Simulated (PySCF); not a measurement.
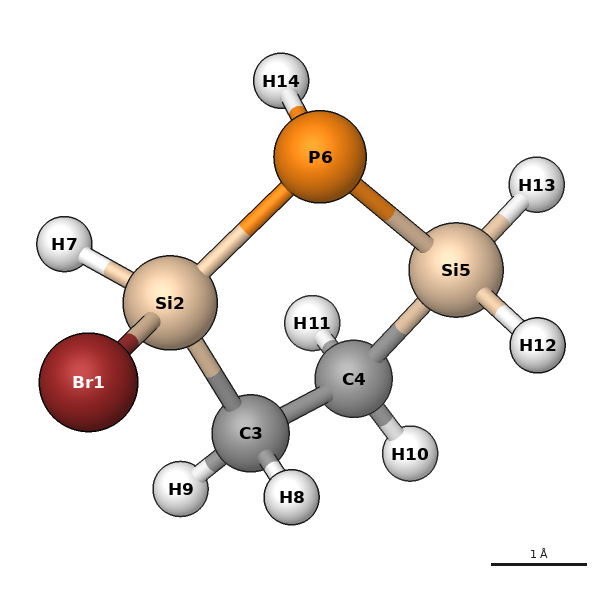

Atoms carry their numbers in the input. Computed geometry: PBE0-D3(BJ)/def2-SVP optimisation. No frequency run is at hand to confirm it as a minimum.

Estimate the angles Br1–Si2–C3, Br1–Si2–H7, Si2–C3–C4, Si2–C3–H9, Si2–P6–H14, C3–Si2–P6, C3–C4–H10, C4–C3–H9, C4–Si5–H13, Si5–C4–H10, Si5–C4–H11, P6–Si2–H7.

| angle | degrees |
| --- | --- |
| Br1–Si2–C3 | 109.0 |
| Br1–Si2–H7 | 106.9 |
| Si2–C3–C4 | 110.2 |
| Si2–C3–H9 | 110.2 |
| Si2–P6–H14 | 91.6 |
| C3–Si2–P6 | 106.6 |
| C3–C4–H10 | 111.7 |
| C4–C3–H9 | 112.8 |
| C4–Si5–H13 | 113.6 |
| Si5–C4–H10 | 111.2 |
| Si5–C4–H11 | 107.9 |
| P6–Si2–H7 | 110.1 |
